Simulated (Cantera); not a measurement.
Charge: 1 mol TiO2, 3 mol H2, 0.66 mol H2O, held at 76.0 Pa.

Method: chemical equilibrium by Gibbs-energy minimisation in Cantera with the NASA 1993 tables (ideal gas, pure condensed phases). Candidate condensed phases: H2O, Ti, TiO, TiO2, Ti2O3, Ti3O5, Ti4O7; 12 gas species. Condensed phases not in the tables: Magnéli phases beyond Ti4O7. Kinetics and transport are ignored.

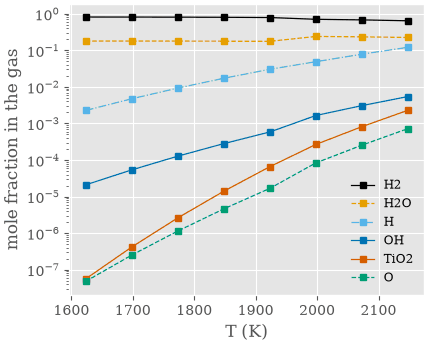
Figure: Equilibrium gas composition (values under 1e-9 drawn at 1e-9)

**Question.** Read off the mole fractions at 2148 K.

**Answer.** H2 about 0.64, H2O about 0.23, H about 0.12, OH about 0.0055, TiO2 about 0.0023, O about 0.00072.
